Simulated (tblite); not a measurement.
## C$_{4}$H$_{5}$ClGeO$_{2}$: geometry relaxation (part 4 of 4)

C$_{4}$H$_{5}$ClGeO$_{2}$; GFN2-xTB geometry optimisation, gas phase (tblite 0.8.0). It belongs to a series of runs on one base structure; here: GeH2 inserted into a C-Cl bond.

## Trajectory as extended XYZ, continued
```
13
Properties=species:S:1:pos:R:3:forces:R:3 step=68 energy=-699.89829
O    -1.7323   -2.9397    0.5046   -0.0100  -0.0270  -0.0070
C    -1.3477   -1.8612    0.3520   -0.0140  -0.0210  -0.0050
C    -0.8777   -0.6498    0.2045    0.0340   0.0390  -0.0050
C    -1.4122    0.3149   -0.7264    0.0030   0.0220   0.0100
O    -0.9273    1.4168   -0.8558   -0.0170  -0.0330  -0.0280
C     0.2935   -0.2024    1.0436    0.0150   0.0170   0.0000
Ge    1.5335    1.0402    0.0459   -0.0290  -0.0450   0.0320
Cl    1.8688    0.2439   -1.8696    0.0110  -0.0010   0.0020
H    -2.2849   -0.0024   -1.3140   -0.0120   0.0000   0.0130
H    -0.0773    0.3106    1.9336    0.0150   0.0030  -0.0110
H     0.8737   -1.0641    1.3767   -0.0150   0.0130   0.0020
H     2.8608    0.8870    0.7898    0.0100   0.0050  -0.0140
H     1.2246    2.5065   -0.0170    0.0110   0.0300   0.0120
13
Properties=species:S:1:pos:R:3:forces:R:3 step=69 energy=-699.89855
O    -1.7327   -2.9410    0.5031    0.0020   0.0210  -0.0080
C    -1.3488   -1.8613    0.3537   -0.0090  -0.0330  -0.0140
C    -0.8774   -0.6500    0.2053    0.0070   0.0230  -0.0050
C    -1.4124    0.3142   -0.7265    0.0070   0.0310   0.0020
O    -0.9254    1.4149   -0.8593   -0.0240  -0.0470  -0.0210
C     0.2935   -0.2012    1.0439    0.0060  -0.0020  -0.0030
Ge    1.5341    1.0385    0.0470   -0.0190  -0.0120   0.0170
Cl    1.8699    0.2469   -1.8699    0.0100  -0.0060  -0.0020
H    -2.2867   -0.0018   -1.3129   -0.0070  -0.0050   0.0210
H    -0.0764    0.3129    1.9335    0.0110   0.0000  -0.0080
H     0.8721   -1.0637    1.3766   -0.0050   0.0080   0.0140
H     2.8632    0.8871    0.7881    0.0040   0.0020  -0.0100
H     1.2224    2.5050   -0.0146    0.0160   0.0210   0.0150
13
Properties=species:S:1:pos:R:3:forces:R:3 step=71 energy=-699.89880
O    -1.7310   -2.9431    0.4948    0.0030   0.0180  -0.0090
C    -1.3473   -1.8627    0.3504    0.0040   0.0100  -0.0100
C    -0.8772   -0.6496    0.2068   -0.0150  -0.0040  -0.0020
C    -1.4133    0.3147   -0.7246   -0.0020   0.0090  -0.0020
O    -0.9242    1.4136   -0.8620   -0.0120  -0.0220  -0.0120
C     0.2930   -0.1999    1.0456   -0.0030  -0.0160  -0.0010
Ge    1.5329    1.0364    0.0488    0.0100   0.0250  -0.0100
Cl    1.8720    0.2429   -1.8669    0.0070  -0.0100  -0.0040
H    -2.2909    0.0012   -1.3072   -0.0090  -0.0160   0.0200
H    -0.0754    0.3152    1.9350   -0.0010   0.0010  -0.0070
H     0.8707   -1.0622    1.3790    0.0040  -0.0050   0.0200
H     2.8643    0.8906    0.7867    0.0000  -0.0040  -0.0030
H     1.2219    2.5033   -0.0184    0.0150   0.0150   0.0190
13
Properties=species:S:1:pos:R:3:forces:R:3 step=72 energy=-699.89893
O    -1.7307   -2.9439    0.4912    0.0020   0.0070  -0.0090
C    -1.3465   -1.8635    0.3485    0.0070   0.0300  -0.0060
C    -0.8772   -0.6496    0.2072   -0.0140  -0.0150   0.0040
C    -1.4134    0.3147   -0.7242   -0.0110  -0.0090   0.0010
O    -0.9229    1.4122   -0.8641   -0.0020   0.0020  -0.0110
C     0.2928   -0.1998    1.0461   -0.0030  -0.0120   0.0010
Ge    1.5321    1.0363    0.0494    0.0180   0.0290  -0.0220
Cl    1.8724    0.2411   -1.8659    0.0060  -0.0090  -0.0010
H    -2.2933    0.0024   -1.3037   -0.0130  -0.0200   0.0130
H    -0.0750    0.3163    1.9352   -0.0080   0.0010  -0.0070
H     0.8707   -1.0612    1.3809    0.0050  -0.0110   0.0170
H     2.8643    0.8919    0.7862    0.0000  -0.0060   0.0010
H     1.2224    2.5037   -0.0189    0.0130   0.0120   0.0190
13
Properties=species:S:1:pos:R:3:forces:R:3 step=73 energy=-699.89914
O    -1.7309   -2.9445    0.4873   -0.0030  -0.0100  -0.0070
C    -1.3463   -1.8642    0.3471    0.0120   0.0500  -0.0060
C    -0.8773   -0.6498    0.2076   -0.0070  -0.0230   0.0120
C    -1.4135    0.3139   -0.7243   -0.0210  -0.0290   0.0080
O    -0.9208    1.4094   -0.8683    0.0100   0.0320  -0.0110
C     0.2926   -0.1999    1.0465    0.0010  -0.0010   0.0020
Ge    1.5318    1.0369    0.0499    0.0210   0.0250  -0.0330
Cl    1.8731    0.2401   -1.8654    0.0050  -0.0030   0.0050
H    -2.2967    0.0030   -1.2989   -0.0160  -0.0230   0.0050
H    -0.0747    0.3180    1.9347   -0.0150  -0.0010  -0.0060
H     0.8708   -1.0602    1.3836    0.0020  -0.0150   0.0100
H     2.8648    0.8928    0.7851    0.0010  -0.0070   0.0050
H     1.2228    2.5049   -0.0168    0.0100   0.0060   0.0170
13
Properties=species:S:1:pos:R:3:forces:R:3 step=75 energy=-699.89952
O    -1.7308   -2.9447    0.4795   -0.0100  -0.0140   0.0010
C    -1.3471   -1.8632    0.3461    0.0100   0.0090  -0.0040
C    -0.8774   -0.6496    0.2087    0.0110  -0.0070   0.0160
C    -1.4156    0.3119   -0.7241   -0.0160  -0.0250   0.0100
O    -0.9186    1.4041   -0.8771    0.0080   0.0450  -0.0110
C     0.2933   -0.1997    1.0462    0.0100   0.0170   0.0020
Ge    1.5340    1.0381    0.0491    0.0060  -0.0020  -0.0250
Cl    1.8767    0.2393   -1.8651    0.0030   0.0060   0.0040
H    -2.3047    0.0011   -1.2898   -0.0100  -0.0150  -0.0020
H    -0.0746    0.3229    1.9314   -0.0160  -0.0010   0.0020
H     0.8697   -1.0593    1.3892   -0.0040  -0.0050  -0.0070
H     2.8676    0.8930    0.7827    0.0010  -0.0060   0.0090
H     1.2231    2.5068   -0.0088    0.0070  -0.0030   0.0050
13
Properties=species:S:1:pos:R:3:forces:R:3 step=76 energy=-699.89961
O    -1.7306   -2.9445    0.4786   -0.0080   0.0000   0.0000
C    -1.3474   -1.8625    0.3463    0.0070  -0.0200  -0.0020
C    -0.8773   -0.6493    0.2090    0.0110   0.0010   0.0100
C    -1.4168    0.3115   -0.7237   -0.0060  -0.0080   0.0030
O    -0.9197    1.4038   -0.8782    0.0000   0.0280  -0.0090
C     0.2939   -0.1994    1.0459    0.0080   0.0150   0.0000
Ge    1.5353    1.0382    0.0482    0.0000  -0.0080  -0.0100
Cl    1.8783    0.2394   -1.8653    0.0030   0.0060  -0.0020
H    -2.3062   -0.0004   -1.2888   -0.0040  -0.0090   0.0030
H    -0.0751    0.3239    1.9301   -0.0110   0.0020   0.0060
H     0.8691   -1.0595    1.3899   -0.0040   0.0020  -0.0080
H     2.8687    0.8924    0.7823    0.0000  -0.0050   0.0070
H     1.2235    2.5067   -0.0066    0.0070  -0.0030   0.0010
13
Properties=species:S:1:pos:R:3:forces:R:3 step=77 energy=-699.89965
O    -1.7306   -2.9443    0.4789   -0.0060   0.0080  -0.0010
C    -1.3474   -1.8622    0.3465    0.0060  -0.0280   0.0000
C    -0.8772   -0.6490    0.2091    0.0060   0.0030   0.0040
C    -1.4176    0.3116   -0.7233    0.0010   0.0010  -0.0020
O    -0.9213    1.4044   -0.8779   -0.0060   0.0110  -0.0060
C     0.2942   -0.1990    1.0456    0.0030   0.0090  -0.0010
Ge    1.5360    1.0379    0.0475    0.0000  -0.0070   0.0010
Cl    1.8795    0.2398   -1.8656    0.0020   0.0050  -0.0060
H    -2.3065   -0.0016   -1.2891    0.0000  -0.0040   0.0070
H    -0.0756    0.3243    1.9295   -0.0060   0.0030   0.0070
H     0.8686   -1.0597    1.3899   -0.0040   0.0060  -0.0080
H     2.8693    0.8918    0.7823   -0.0030  -0.0050   0.0060
H     1.2240    2.5064   -0.0056    0.0060  -0.0030  -0.0020
13
Properties=species:S:1:pos:R:3:forces:R:3 step=79 energy=-699.89972
O    -1.7311   -2.9445    0.4790    0.0000   0.0110  -0.0050
C    -1.3462   -1.8631    0.3457    0.0040  -0.0100   0.0040
C    -0.8765   -0.6494    0.2089   -0.0030   0.0000  -0.0030
C    -1.4188    0.3117   -0.7226    0.0060   0.0040  -0.0080
O    -0.9242    1.4056   -0.8768   -0.0070  -0.0070   0.0010
C     0.2944   -0.1978    1.0453   -0.0060  -0.0010  -0.0010
Ge    1.5370    1.0370    0.0467    0.0040   0.0000   0.0110
Cl    1.8815    0.2402   -1.8661   -0.0010   0.0030  -0.0100
H    -2.3074   -0.0027   -1.2883    0.0030  -0.0020   0.0100
H    -0.0770    0.3257    1.9284    0.0020   0.0030   0.0040
H     0.8681   -1.0588    1.3899    0.0000   0.0070  -0.0020
H     2.8698    0.8909    0.7825   -0.0040  -0.0060   0.0040
H     1.2262    2.5057   -0.0047    0.0030  -0.0010  -0.0050
13
Properties=species:S:1:pos:R:3:forces:R:3 step=80 energy=-699.89975
O    -1.7315   -2.9448    0.4782    0.0010   0.0040  -0.0050
C    -1.3453   -1.8639    0.3451    0.0030   0.0050   0.0030
C    -0.8762   -0.6498    0.2086   -0.0030   0.0000  -0.0020
C    -1.4190    0.3116   -0.7223    0.0040  -0.0010  -0.0060
O    -0.9249    1.4056   -0.8767   -0.0040  -0.0060   0.0020
C     0.2942   -0.1973    1.0452   -0.0060  -0.0020   0.0000
Ge    1.5373    1.0368    0.0467    0.0040   0.0010   0.0090
Cl    1.8821    0.2400   -1.8662   -0.0020   0.0040  -0.0080
H    -2.3083   -0.0026   -1.2869    0.0010  -0.0030   0.0060
H    -0.0777    0.3267    1.9280    0.0030   0.0010   0.0010
H     0.8679   -1.0579    1.3902    0.0020   0.0050   0.0010
H     2.8699    0.8906    0.7827   -0.0030  -0.0070   0.0040
H     1.2272    2.5056   -0.0046    0.0010   0.0000  -0.0060
```

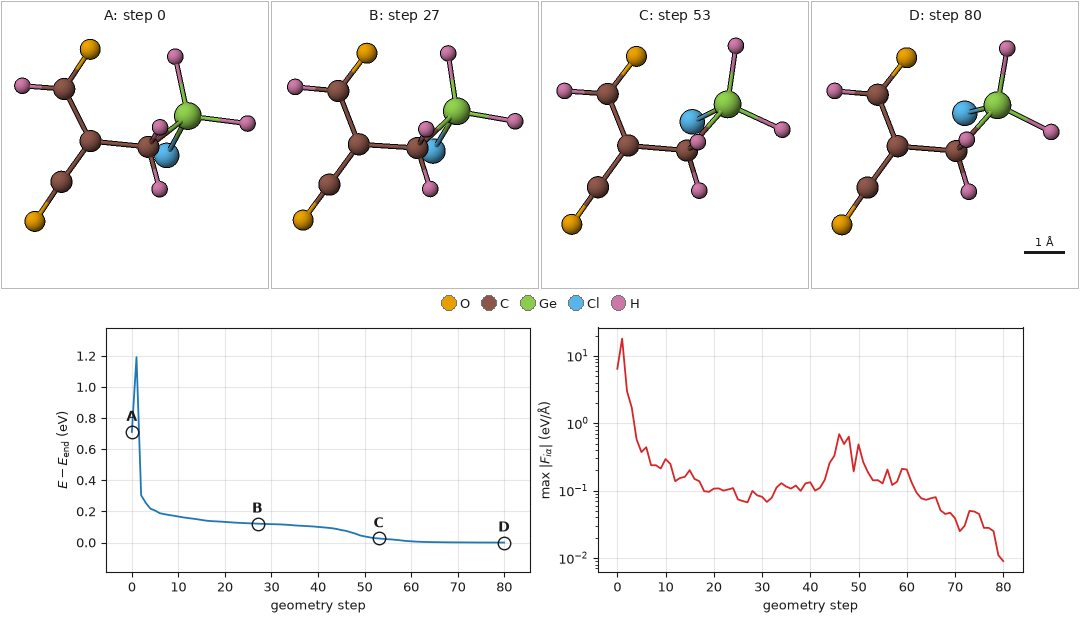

*Frames of the relaxation (ball-and-stick view, seen at a tilt) above the curves, on which the letters mark them (steps are counted from 0).*

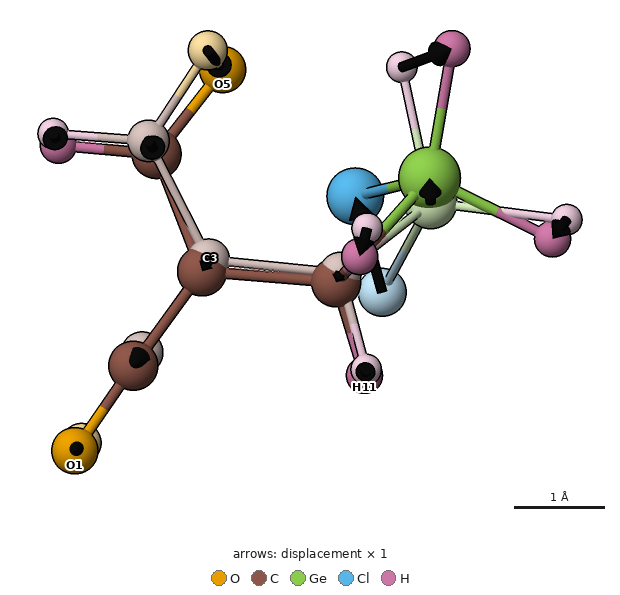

*Start (faint) and end (solid) with the displacements as black arrows, at true length (ball-and-stick view, seen at a tilt). The two geometries are laid on each other by the best rigid fit.*

The energy falls by 0.711 eV in 80 geometry steps. Largest force component: 6.4 eV/Å at the start, 0.009 eV/Å at the end. The largest move after the best rigid fit is that of Cl8, 1.11 Å. By element the largest moves are Cl 1.11 Å, O 1.07 Å, H 0.87 Å, C 0.51 Å, Ge 0.33 Å. Among the contacts that change: O1–C2 1.241 → 1.156 Å, Ge7–Cl8 2.161 → 2.101 Å, C6–Ge7 1.957 → 2.016 Å, C3–C4 1.491 → 1.444 Å. Among the angles that change: C6–Ge7–H13 109.5° → 119.2°, C2–C3–C4 118.0° → 123.4°, C6–Ge7–H12 109.0° → 103.9°. (Atoms are counted from 1 in the order of the input.)

This output came from the following input.

## Input
```
{"job": {"kind": "relax", "xc": "GFN2-xTB", "basis": "xTB"}, "charge": 0, "multiplicity": 1}
O     -1.252300    -2.975700    -0.262000
C     -1.063900    -1.766300    -0.056900
C     -0.835500    -0.504400     0.182100
C     -1.772400     0.499000    -0.398900
O     -1.634700     1.717000    -0.136100
C      0.297600    -0.082800     1.053500
Ge     1.707100     0.753500    -0.015400
Cl     2.427200    -0.656200    -1.486000
H     -2.583400     0.169400    -1.025400
H     -0.055900     0.635200     1.829200
H      0.742100    -0.957500     1.581600
H      2.873800     1.159000     0.917700
H      1.145900     2.010300    -0.715400
```

The first line tells a small driver script what to run in tblite; the rest is the geometry in Å.

Run as:
```bash
OMP_NUM_THREADS=1 python <driver script> task.json out
```

## Results in brief

| quantity | value |
| --- | --- |
| outcome | converged |
| total energy | −699.8997 eV |
| hardware | 1 CPU thread, shared host |
| wall time | 1 s |
| peak memory | 0.18 GiB |
